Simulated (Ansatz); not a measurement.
ClH$_{6}$NSi···HF

The calculation's input:

```
crystal:
  periodic: [false, false, false]
  atoms:
    - {symbol: Si, position_ang: [-0.502581, -0.742154, 0.564413]}
    - {symbol: H, position_ang: [-1.018401, -0.555564, -0.915934]}
    - {symbol: H, position_ang: [0.171040, -2.027695, 0.286367]}
    - {symbol: H, position_ang: [-1.870263, -0.594574, 1.110708]}
    - {symbol: Cl, position_ang: [0.376036, -0.603777, 2.627103]}
    - {symbol: H, position_ang: [0.789902, 0.952500, -0.759145]}
    - {symbol: N, position_ang: [0.574743, 0.825495, 0.234751]}
    - {symbol: H, position_ang: [-0.321336, -0.082325, -2.007907]}
    - {symbol: F, position_ang: [0.314112, 0.432441, -2.511456]}
    - {symbol: H, position_ang: [0.070229, 1.643278, 0.569031]}
    - {symbol: H, position_ang: [1.416519, 0.752477, 0.802169]}
basis:
  gaussian: {orbitals: def2-TZVPP}
hamiltonian: {xc: pbe0, dispersion: d4}
output: {orbitals: {seedname: orbitals}}
```

Launched as:

```sh
ansatz run in.yaml --threads 4 --pin off --events-out ev --progress --plain --max-ram 9574MiB
```

The reactant side of a reaction path; geometry: PBE0-D4/def2-TZVP.

Method: Ansatz 0.2.0, RKS PBE0-D4/def2-TZVPP.

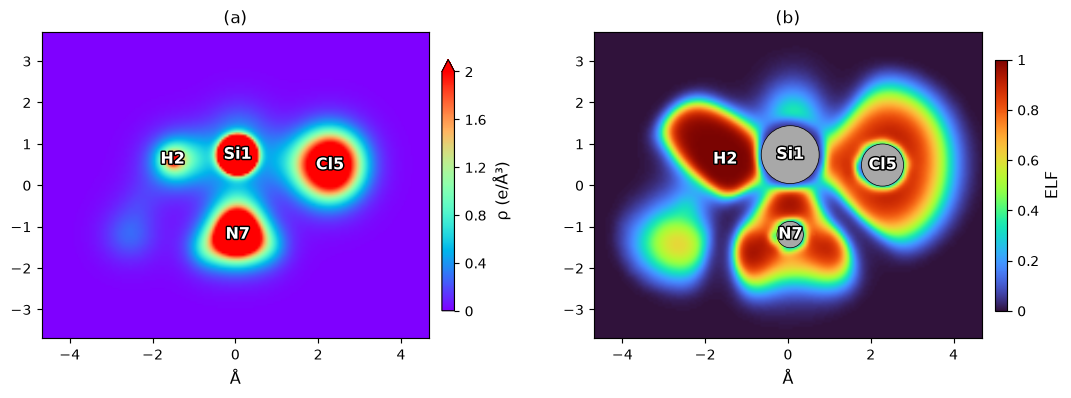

Figure 1. (a) total electron density; (b) electron localisation function on the plane of atoms H2, Si1 and N7. Grey discs cover the atomic cores in the ELF map.

Q: What does the map show?

A: The section cuts through Si, H, Cl and N sites. Si–N (1.93 Å): ρ at the midpoint is about 0.76 e/Å³; the ELF peaks at about 0.95 between the atoms; a shared but strongly polarised pair. Si–Cl (2.25 Å): ρ is about 0.65 e/Å³ halfway, with its minimum of 0.48 e/Å³ about 0.8 Å from Si; the ELF peaks at about 0.85 between the atoms; a polar covalent bond. The ELF also peaks beside Cl5, away from the bonds: lone-pair regions.

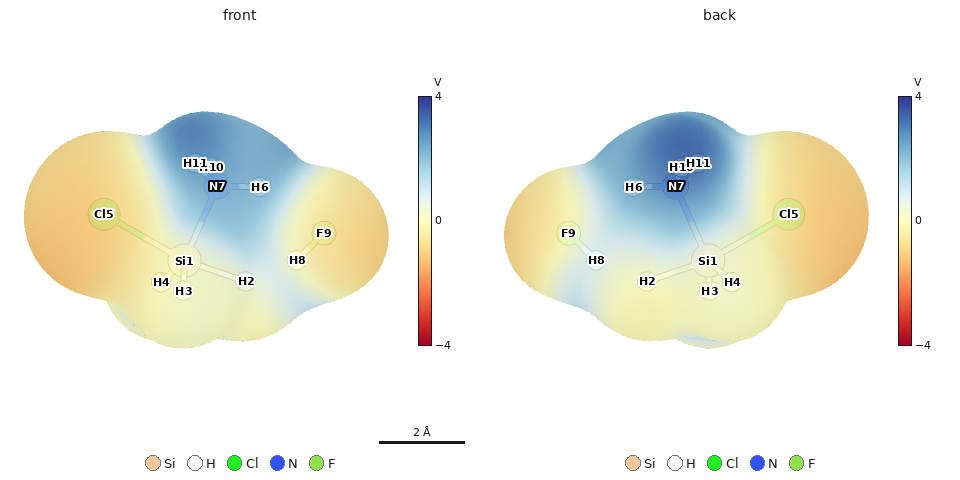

Figure 2. The electrostatic potential painted on the density surface at 0.002 e/bohr³, seen from the front and from behind; the colour scale runs from red (negative) to blue (positive).

Q: Where is the surface potential most negative and most positive?

A: The most negative region (about −1.2 V) lies over Cl5, the most positive (about +3.3 V) over H10.

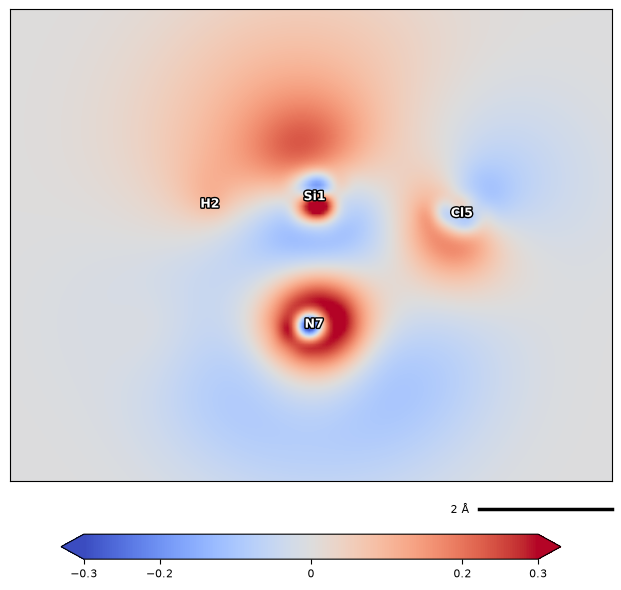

Figure 3. The LUMO on the plane of atoms H2, Si1 and N7 (values in Å⁻³ᐟ²; the overall sign is arbitrary).

Q: Describe this orbital and give its energy.

A: Its weight (Hirshfeld) is mainly on Si1 (about 30 %), H10 (about 20 %), N7 (about 15 %), H11 (about 10 %) and H6 (about 5 %). Its energy is −0.43 eV.
